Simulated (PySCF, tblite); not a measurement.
# C4H11B3: geometry, infrared bands and NMR shifts

What infrared bands and NMR shifts should C4H11B3 (`BC[C@@H]1[C@H](B)[C@@H]1B`) show?

Programs: tblite 0.8.0 and PySCF 2.14.0, with density-fitted response routines of our own. Each step states its level of theory. These are calculated values for one molecule in the gas phase, unless marked as measured. Atoms are numbered from 0 throughout.

## Step 1: The molecule as given

18 atoms, charge 0, multiplicity 1; geometry from: force field or distance geometry start.

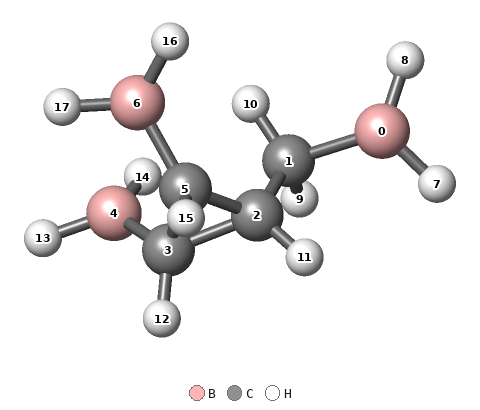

The starting geometry (boron pink, carbon grey, hydrogen white), atoms numbered.

## Step 2: Geometry optimisation with GFN2-xTB

What the job is given:

```
{"job": {"kind": "relax", "xc": "GFN2-xTB", "basis": "xTB"}, "charge": 0, "multiplicity": 1}
B      2.370000    -1.161700    -0.547300
C      0.757300    -1.084600    -0.431500
C      0.485700     0.128700     0.382000
C     -0.996500     0.400600     0.611300
B     -2.060900    -0.431900    -0.216500
C     -0.162900     1.350800    -0.199800
B     -0.611800     1.455800    -1.697300
H      2.990700    -1.422600     0.447800
H      2.894600    -1.447100    -1.575300
H      0.469600    -2.015000     0.125000
H      0.338100    -1.074400    -1.446900
H      1.191700     0.339400     1.221200
H     -1.240000     0.695200     1.664500
H     -3.207200    -0.135700    -0.072600
H     -1.824100    -1.448500    -0.750000
H      0.086900     2.311600     0.324800
H      0.217200     1.672000    -2.503500
H     -1.707300     1.873800    -1.877100
```

On the command line:

```bash
$ OMP_NUM_THREADS=1 python probes_run.py task.json out
```

The driver reads the jobs from task.json and runs them one after another.

What it wrote:

```text
step      E/eV     max force
  0    -483.74700    2.791
  1    -484.02255    1.341
  2    -484.23261    0.859
  3    -484.31672    0.783
  4    -484.36872    0.432
  5    -484.38198    0.268
  6    -484.39477    0.249
  7    -484.40370    0.251
  8    -484.41259    0.261
  9    -484.42337    0.262
 10    -484.43630    0.292
 11    -484.44872    0.334
 12    -484.45881    0.234
 13    -484.46627    0.210
 14    -484.47359    0.216
 15    -484.48359    0.350
 16    -484.49582    0.388
 17    -484.50768    0.274
 18    -484.51697    0.236
 19    -484.52359    0.170
 20    -484.52913    0.248
 21    -484.53568    0.224
 22    -484.54237    0.201
 23    -484.54852    0.193
 24    -484.55462    0.219
 25    -484.56130    0.224
 26    -484.56863    0.238
 27    -484.57560    0.209
 28    -484.58074    0.150
 29    -484.58440    0.138
 30    -484.58780    0.164
 31    -484.59080    0.169
 32    -484.59368    0.204
 33    -484.59687    0.156
 34    -484.60151    0.137
 35    -484.60372    0.144
 36    -484.60805    0.141
 37    -484.61149    0.150
 38    -484.61588    0.140
 39    -484.62030    0.146
 40    -484.62393    0.120
 41    -484.62617    0.226
 42    -484.62929    0.124
 43    -484.63220    0.115
 44    -484.63433    0.174
 45    -484.63667    0.180
 46    -484.63937    0.128
 47    -484.64228    0.125
 48    -484.64549    0.135
 49    -484.64896    0.161
 50    -484.65296    0.160
 51    -484.65785    0.217
 52    -484.66120    0.266
 53    -484.66615    0.188
 54    -484.66932    0.110
 55    -484.67428    0.146
 56    -484.67744    0.205
 57    -484.68270    0.206
 58    -484.68621    0.118
 59    -484.68857    0.108
 60    -484.68947    0.182
 61    -484.69134    0.121
 62    -484.69327    0.078
 63    -484.69490    0.104
 64    -484.69632    0.097
 65    -484.69813    0.106
 66    -484.70100    0.113
 67    -484.70473    0.127
 68    -484.70854    0.139
 69    -484.71151    0.126
 70    -484.71278    0.304
 71    -484.71688    0.127
 72    -484.71945    0.095
 73    -484.72248    0.105
 74    -484.72479    0.130
 75    -484.72735    0.130
 76    -484.72964    0.110
 77    -484.73181    0.165
 78    -484.73331    0.144
 79    -484.73527    0.140
 80    -484.73742    0.139
 81    -484.73985    0.123
 82    -484.74191    0.116
 83    -484.74322    0.074
 84    -484.74404    0.077
 85    -484.74465    0.069
 86    -484.74551    0.068
 87    -484.74709    0.094
 88    -484.74862    0.093
 89    -484.74971    0.073
 90    -484.75051    0.061
 91    -484.75132    0.074
 92    -484.75219    0.069
 93    -484.75290    0.060
 94    -484.75339    0.043
 95    -484.75379    0.052
 96    -484.75423    0.049
 97    -484.75466    0.057
 98    -484.75500    0.043
 99    -484.75526    0.037
100    -484.75548    0.028
101    -484.75566    0.025
102    -484.75578    0.020
103    -484.75587    0.022
104    -484.75598    0.026
105    -484.75614    0.031
106    -484.75635    0.040
107    -484.75654    0.038
108    -484.75668    0.028
109    -484.75683    0.034
110    -484.75707    0.056
111    -484.75747    0.059
112    -484.75810    0.067
113    -484.75880    0.075
114    -484.75954    0.081
115    -484.76012    0.065
116    -484.76095    0.071
117    -484.76175    0.056
118    -484.76223    0.040
119    -484.76238    0.033
120    -484.76260    0.028
121    -484.76277    0.037
122    -484.76299    0.036
123    -484.76321    0.029
124    -484.76339    0.037
125    -484.76352    0.032
126    -484.76365    0.034
127    -484.76381    0.034
128    -484.76398    0.030
129    -484.76411    0.023
130    -484.76423    0.028
131    -484.76437    0.030
132    -484.76456    0.036
133    -484.76479    0.040
134    -484.76500    0.034
135    -484.76517    0.028
136    -484.76533    0.029
137    -484.76550    0.024
138    -484.76565    0.032
139    -484.76578    0.026
140    -484.76591    0.024
141    -484.76602    0.023
142    -484.76610    0.021
143    -484.76616    0.021
144    -484.76620    0.020
145    -484.76624    0.013
146    -484.76628    0.013
147    -484.76631    0.011
148    -484.76633    0.014
149    -484.76638    0.021
150    -484.76644    0.024
151    -484.76652    0.026
152    -484.76660    0.025
153    -484.76668    0.019
154    -484.76675    0.017
155    -484.76681    0.022
156    -484.76687    0.021
157    -484.76694    0.019
158    -484.76702    0.018
159    -484.76713    0.017
160    -484.76724    0.019
161    -484.76733    0.016
162    -484.76739    0.017
163    -484.76743    0.014
164    -484.76746    0.010
```

Wall time 0.94 s (1 thread of Arm Neoverse V1, shared host); peak memory 0.18 GiB.

Step by step: (not every step is listed)

```
step  energy from step 0 (eV)  largest force (eV/Å)
   0                   0.0000                2.7908
   1                  -0.2756                1.3413
   2                  -0.4856                0.8593
   3                  -0.5697                0.7833
   4                  -0.6217                0.4323
   5                  -0.6350                0.2682
   6                  -0.6478                0.2488
   7                  -0.6567                0.2506
   8                  -0.6656                0.2613
  23                  -0.8015                0.1925
  38                  -0.8689                0.1397
  53                  -0.9192                0.1877
  68                  -0.9615                0.1394
  83                  -0.9962                0.0741
  98                  -1.0080                0.0427
 113                  -1.0118                0.0748
 128                  -1.0170                0.0298
 143                  -1.0192                0.0214
 158                  -1.0200                0.0185
 159                  -1.0201                0.0170
 160                  -1.0202                0.0194
 161                  -1.0203                0.0162
 162                  -1.0204                0.0174
 163                  -1.0204                0.0139
 164                  -1.0205                0.0096
```

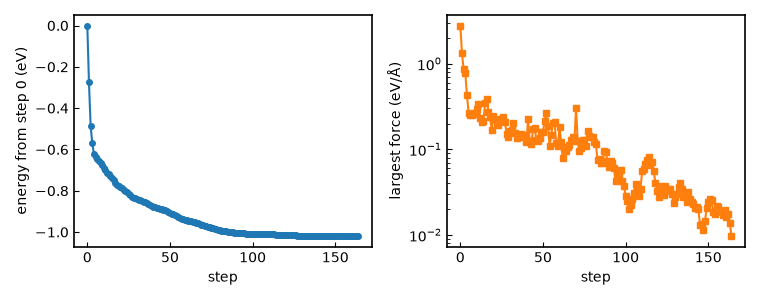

Energy and force, step by step.

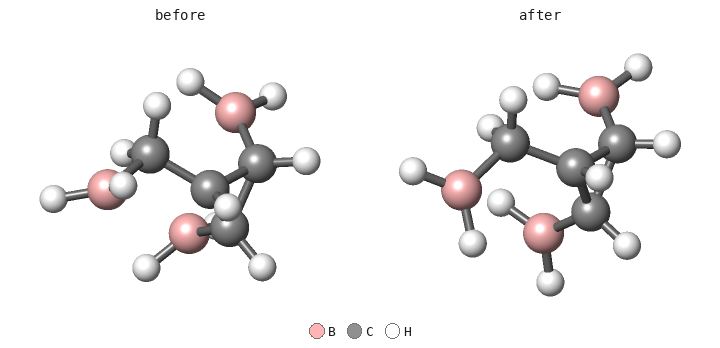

The geometry before (left) and after (right).

Distances of close pairs at the start and the end, largest changes first:

```
  bond  before (Å)  after (Å)  change (Å)
 C3–C5       1.502      1.568      +0.066
 B0–C1       1.619      1.567      -0.052
 C3–B4       1.585      1.537      -0.048
C5–H15       1.123      1.087      -0.036
C3–H12       1.120      1.088      -0.033
 B0–H7       1.201      1.169      -0.032
 C5–B6       1.567      1.537      -0.030
C2–H11       1.117      1.087      -0.030
```

The next job starts from the end point, and lists it.

## Step 3: Vibrational analysis with GFN2-xTB

What the job is given:

```
{"job": {"kind": "ir", "xc": "GFN2-xTB", "basis": "xTB"}, "charge": 0, "multiplicity": 1}
B      2.328172    -0.928909    -0.846644
C      0.888354    -1.149638    -0.269285
C      0.310240    -0.019774     0.550455
C     -1.168098     0.261848     0.617275
B     -2.253435    -0.462219    -0.194462
C     -0.179236     1.254816    -0.085522
B     -0.226992     1.505053    -1.601239
H      2.837759     0.122900    -0.817366
H      2.890671    -1.833170    -1.330499
H      0.825185    -2.073386     0.315533
H      0.245843    -1.328617    -1.135024
H      0.842308     0.115879     1.488796
H     -1.483850     0.655861     1.580640
H     -3.353209    -0.457221     0.209225
H     -2.024540    -1.037993    -1.184618
H     -0.013263     2.132295     0.534645
H     -0.342953     0.643255    -2.380652
H     -0.131714     2.605337    -1.992434
```

What it wrote:

```text
mode    cm-1     km/mol
  1      58.9      0.39
  2     103.9      1.19
  3     139.7      1.61
  4     157.3      1.73
  5     192.1      0.97
  6     236.0      0.17
  7     261.2      5.65
  8     292.6      0.88
  9     337.1      0.18
 10     433.0      3.60
 11     480.8      0.55
 12     596.6      0.48
 13     746.0     15.19
 14     773.1      1.17
 15     784.8      1.69
 16     829.1    107.13
 17     834.4    238.83
 18     862.9     82.05
 19     885.1     42.35
 20     896.0     31.19
 21     929.1      4.23
 22     964.4     10.68
 23     999.0     98.21
 24    1003.4      5.38
 25    1088.8     15.14
 26    1101.5      1.38
 27    1114.3      0.89
 28    1150.4      2.01
 29    1195.5     59.42
 30    1214.8     51.43
 31    1226.6     73.54
 32    1269.4     43.09
 33    1280.4     23.06
 34    1338.3     42.52
 35    1349.6     12.12
 36    1413.6     73.21
 37    1432.5     20.59
 38    2632.1    162.79
 39    2635.4    123.19
 40    2639.9     85.07
 41    2664.8     40.51
 42    2673.3     93.46
 43    2675.2    249.58
 44    2938.2     33.29
 45    2977.7     16.73
 46    2993.9     21.25
 47    2996.9     28.63
 48    3015.0    135.33
```

Wall time 0.5 s (1 thread of Arm Neoverse V1, shared host); peak memory 0.18 GiB.

The strongest bands and the atoms that carry them (share of the mass-weighted mode):

```
cm⁻¹  km/mol                                   atoms
 829   107.1  H13 17 %, H14 17 %, H17 16 %, H16 16 %
 834   238.8  H17 17 %, H16 16 %, H13 15 %, H14 15 %
 999    98.2     C2 22 %, C5 17 %, C3 16 %, H11 13 %
2632   162.8                      H17 45 %, H13 34 %
2635   123.2                      H13 44 %, H17 37 %
2673    93.5               H7 52 %, H8 35 %, B0 11 %
2675   249.6                      H16 59 %, H14 22 %
3015   135.3            H15 44 %, H12 28 %, H11 19 %
```

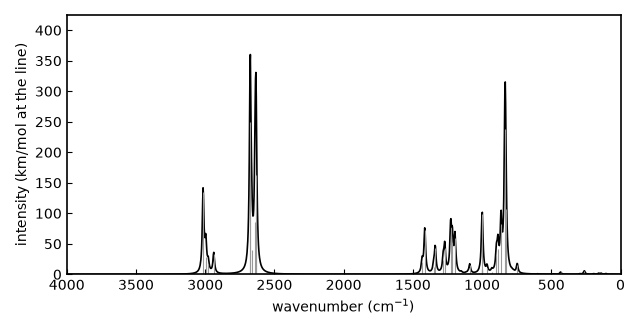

The infrared spectrum from these modes, unscaled. Lines are broadened to a width of 14 cm⁻¹ (Lorentzian).

## Step 4: NMR shieldings: PBE0/pcSseg-1

The job, as its differences from that of step 3:

```diff
@@ -1,2 +1,2 @@
-{"job": {"kind": "ir", "xc": "GFN2-xTB", "basis": "xTB"}, "charge": 0, "multiplicity": 1}
+{"job": {"kind": "nmr", "xc": "PBE0", "basis": "pcSseg-1"}, "charge": 0, "multiplicity": 1}
 B      2.328172    -0.928909    -0.846644
```

With the program's defaults for keys left out, this is: GIAO PBE0/pcSseg-1 NMR shielding, non-relativistic, gas phase.

What it wrote:

```text
coarse grid: 14424 points
cycle   1  E = -233.0780483011  dE =  5.680e-01  |g| = 3.369e-01  |ddm| = 3.573e+00
cycle   2  E = -233.0833638578  dE = -5.316e-03  |g| = 3.312e-01  |ddm| = 6.656e-01
cycle   3  E = -233.1120487700  dE = -2.868e-02  |g| = 5.412e-02  |ddm| = 3.742e-01
cycle   4  E = -233.1126804247  dE = -6.317e-04  |g| = 2.298e-02  |ddm| = 7.994e-02
cycle   5  E = -233.1128130388  dE = -1.326e-04  |g| = 6.115e-03  |ddm| = 2.556e-02
cycle   6  E = -233.1128218796  dE = -8.841e-06  |g| = 1.029e-03  |ddm| = 5.850e-03
final grid: 137552 points
cycle   7  E = -233.1516198333  dE = -8.109e-05  |g| = 8.190e-03  |ddm| = 4.707e-02
cycle   8  E = -233.1516128451  dE =  6.988e-06  |g| = 9.853e-03  |ddm| = 1.759e-02
cycle   9  E = -233.1516384115  dE = -2.557e-05  |g| = 1.076e-03  |ddm| = 1.012e-02
cycle  10  E = -233.1516387106  dE = -2.991e-07  |g| = 3.050e-04  |ddm| = 1.353e-03
cycle  11  E = -233.1516387319  dE = -2.131e-08  |g| = 7.720e-05  |ddm| = 3.221e-04
cycle  12  E = -233.1516387334  dE = -1.457e-09  |g| = 1.678e-05  |ddm| = 8.334e-05
cycle  13  E = -233.1516387334  dE = -6.628e-11  |g| = 5.152e-06  |ddm| = 2.224e-05
converged SCF energy = -233.1516387334

GIAO shielding tensors (ppm)
atom      isotropic    diamagn.    paramagn.     s11        s22        s33       span
  0 B        6.920     191.640    -184.720    -73.155    -32.226    126.140    199.296
  1 C      149.001     249.371    -100.369    118.390    159.520    169.094     50.703
  2 C      140.055     249.747    -109.692    107.656    144.650    167.858     60.202
  3 C      141.436     254.881    -113.445     93.302    156.721    174.284     80.982
  4 B       15.501     193.300    -177.799    -62.160    -25.573    134.236    196.397
  5 C      143.210     255.020    -111.810     92.194    160.835    176.602     84.409
  6 B       14.328     193.710    -179.382    -63.718    -26.447    133.148    196.866
  7 H       23.658      29.544      -5.886     14.245     27.581     29.150     14.905
  8 H       23.611      28.945      -5.335     16.141     26.841     27.850     11.709
  9 H       29.118      30.013      -0.894     23.968     28.119     35.268     11.300
 10 H       29.233      31.289      -2.057     22.479     29.392     35.826     13.347
 11 H       28.564      32.545      -3.981     23.166     27.028     35.498     12.332
 12 H       29.162      32.422      -3.260     23.563     26.539     37.385     13.821
 13 H       23.719      29.772      -6.053     17.085     26.721     27.350     10.265
 14 H       24.005      30.669      -6.665     15.777     27.039     29.197     13.420
 15 H       29.058      32.715      -3.657     23.638     26.226     37.310     13.672
 16 H       24.311      30.954      -6.643     15.950     27.319     29.663     13.713
 17 H       23.767      29.967      -6.200     17.191     26.621     27.490     10.299
```

Run time: 25 s. Hardware: 1 thread of Arm Neoverse V1, shared host; peak memory 0.86 GiB.

The references, computed at this level on geometries of the same kind, shield at (ppm): ¹H TMS 31.72, ¹³C TMS 186.9, ¹¹B BF3·OEt2 100.1. Their shielding less the atom's gives the shift. The references are single molecules in the gas phase. Atoms listed in one row are averaged.

```
             atoms                               environment  σ (ppm)  δ (ppm)  δ scaled to CDCl3
                C2                three-membered-ring carbon    140.1     46.9               43.8
            C3, C5                three-membered-ring carbon    142.3     44.6               41.6
                C1                       sp3 CH2 bonded to B    149.0     37.9               35.1
            H7, H8           hydrogen on a boron bonded to C    23.63     8.08                  –
H13, H14, H16, H17           hydrogen on a boron bonded to C    23.95     7.77                  –
               H11  hydrogen on a three-membered-ring carbon    28.56     3.15               3.08
          H12, H15  hydrogen on a three-membered-ring carbon    29.11     2.61               2.56
           H9, H10        hydrogen on an sp3 CH2 bonded to B    29.18     2.54               2.50
                B0                    boron bonded to C, 2 H      6.9     93.1                  –
            B4, B6                    boron bonded to C, 2 H     14.9     85.2                  –
```

The scaled column applies a straight-line fit of computed shieldings to shifts measured in CDCl3 (root-mean-square error 0.16 ppm for H, 1.9 ppm for C).

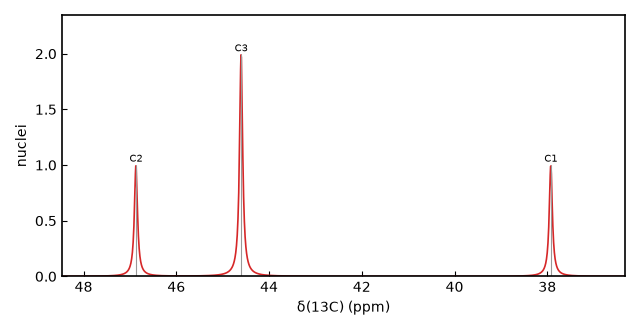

¹³C lines at the computed shifts, without couplings. Lines are broadened to a width of 0.08 ppm (Lorentzian).

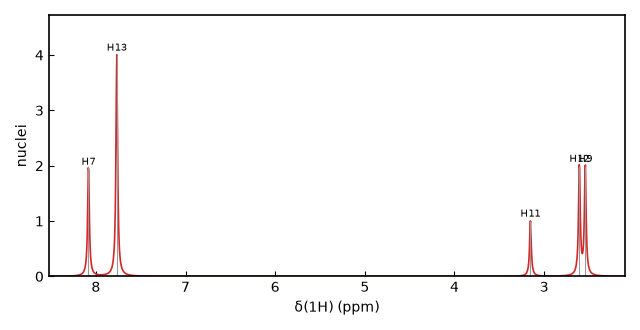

¹H lines at the computed shifts, without couplings. Lines are broadened to a width of 0.02 ppm (Lorentzian).

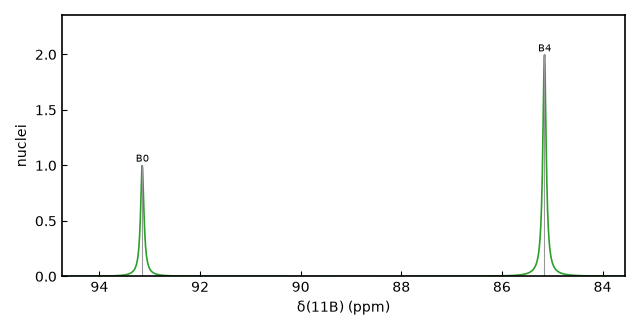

¹¹B lines at the computed shifts, without couplings. Lines are broadened to a width of 0.08 ppm (Lorentzian).

The run also stored atomic charges by several schemes (e):

```
 atoms  Mulliken    IAO  Hirshfeld  ESP fit
    B0      0.19   0.08       0.17     0.45
    C1     -0.37  -0.41      -0.14    -0.34
    C2     -0.16  -0.07      -0.01    -0.04
C3, C5     -0.37  -0.25      -0.10    -0.20
B4, B6      0.20   0.03       0.14     0.33
```

Hirshfeld charges:

B0 0.17; C1 -0.14; C2 -0.01; C3 -0.10; B4 0.14; C5 -0.10; B6 0.14; H7 -0.06; H8 -0.06; H9 0.05; H10 0.05; H11 0.05; H12 0.04; H13 -0.06; H14 -0.06; H15 0.04; H16 -0.06; H17 -0.06

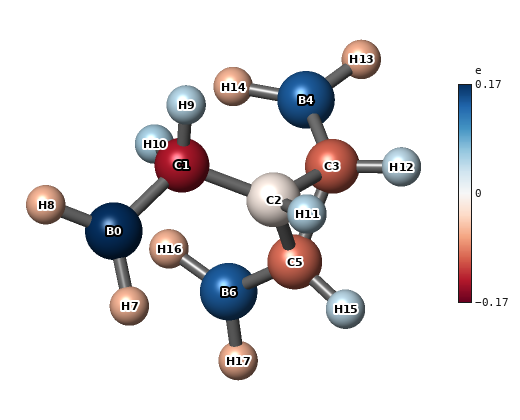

Hirshfeld charges, as colours on the atoms.

Mayer bond orders: B0–C1 1.01, C1–C2 1.03, C2–C3 0.92, C3–B4 1.04, C3–C5 0.81, C5–B6 1.04, C5–C2 0.91.

Ring of atoms C2, C3, C5: NICS(0) -40.9, NICS(1) -5.2, NICS(1)zz -21.0 ppm (means of both faces; NICS(1) differs between them: -6.5 and -3.9).

In rings of three or four atoms NICS is ruled by the nearby σ bonds, so it says little on aromaticity.

## Step 5: Outcome

```
                                                                    quantity                             value
                                   strongest single infrared mode (GFN2-xTB)             2675 cm⁻¹, 250 km/mol
                                                zero-point energy (GFN2-xTB)                     86.9 kcal/mol
     ¹³C shifts against TMS (PBE0/pcSseg-1, means over atoms taken as alike)              46.9, 44.6, 37.9 ppm
      ¹H shifts against TMS (PBE0/pcSseg-1, means over atoms taken as alike)  8.08, 7.77, 3.15, 2.61, 2.54 ppm
¹¹B shifts against BF3·OEt2 (PBE0/pcSseg-1, means over atoms taken as alike)                    93.1, 85.2 ppm
```

What this shows: Relaxing lowered the energy by 1.020 eV in 164 steps; the close pair that moved most is C3–C5, from 1.502 to 1.568 Å. All 48 modes are real, so the xTB geometry is a minimum. Unscaled tight-binding wavenumbers are off by several per cent, some by more. Its intensities can rank the bands wrongly.
